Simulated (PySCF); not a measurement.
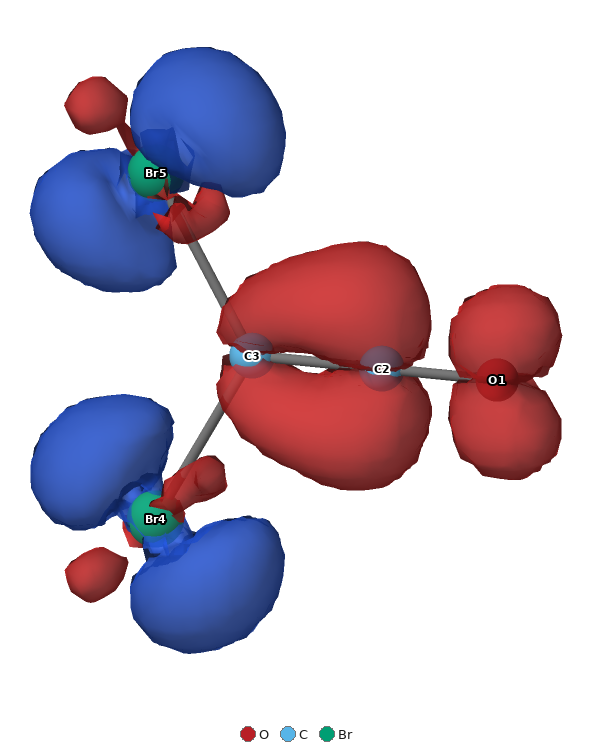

Figure. C₂Br₂O, SMILES `O=C=C(Br)Br`. Unrelaxed difference density of S₃ less the ground state (TDA singlet states), ±0.04 e/Å³; red: gain, blue: loss.

Level of theory: CAM-B3LYP/def2-SVP (PySCF), at a geometry from GFN2-xTB. No frequency check shows the geometry to be a minimum. GFN2-xTB bond lengths at metals and heavier atoms can be off by up to 0.1 Å and shapes distorted, which carries into these values. Without diffuse functions Rydberg states are missing, so the states' numbers hold for this basis only.

Input script:

```python
import numpy as np
from pyscf import gto, scf, dft, tdscf
from pyscf.scf import atom_ks, atom_hf
from scipy.linalg import block_diag

def solve(mol, dm0=None, hcore=None):
    mf = (dft.UKS if mol.spin else dft.RKS)(mol, xc='camb3lyp')
    mf.grids.level = 3
    mf = mf.density_fit(auxbasis='def2-universal-jkfit')
    mf.conv_tol, mf.max_cycle = 1e-8, 80
    if hcore is not None:
        mf.get_hcore = lambda *args: hcore
    mf.kernel(dm0)
    if not mf.converged:
        mf = mf.newton().run(mf.mo_coeff, mf.mo_occ, max_cycle=30)
    assert mf.converged, 'SCF not converged'
    return mf

mol = gto.M(atom='''
O     -0.00378     2.90392     0.00000
C     -0.00147     1.74669     0.00000
C      0.00016     0.44667     0.00000
Br     1.64014    -0.51881     0.00000
Br    -1.63906    -0.52095     0.00000
''', basis='def2-svp', charge=0, spin=0, verbose=4)
mf = solve(mol)
td = mf.TDA()
td.nstates, td.singlet, td.conv_tol = 4, True, 1e-5
td.kernel()
td.analyze()
x, y = np.array([p[0] for p in td.xy]), np.array([p[1] + 0 * p[0] for p in td.xy])
f, mu = td.oscillator_strength(), td.transition_dipole()
nto = [td.get_nto(state=i + 1, verbose=4) for i in range(len(td.e))]
# spherically averaged free atoms, for the promolecule
atm = atom_ks.get_atm_nrks(mol, xc='camb3lyp')
pro = block_diag(*[(atm[a[0]][2] * atm[a[0]][3]) @ atm[a[0]][2].T for a in mol._atom])
np.savez('result.npz', e=td.e, f=f, ok=td.converged, w=[n[0] for n in nto], nto=[n[1] for n in nto], x=x, y=y, c=mf.mo_coeff, occ=mf.mo_occ, eps=mf.mo_energy, pro=pro, mu=mu)
```

Command:

```sh
OMP_NUM_THREADS=1 python input.py
```

The run took 84 s on 1 thread of Intel(R) Xeon(R) Platinum 8375C CPU @ 2.90GHz (Ice Lake), on a shared host, peak memory 0.59 GiB.

**How does the charge move on excitation?**

0.78 e is displaced in all, of which about 0.6 e passes between atoms: Br4 and Br5 (0.31 e each) lose electrons and C2 (0.28 e) and O1 (0.20 e) gain them. The state: 5.12 eV (242 nm), f = 0.002; the leading pair carries 96 %; hole on Br4 and Br5 (48 % each), electron on C2 (29 %), O1 (20 %) and Br4 and Br5 (17 % each); their centroids lie 1.4 Å apart.
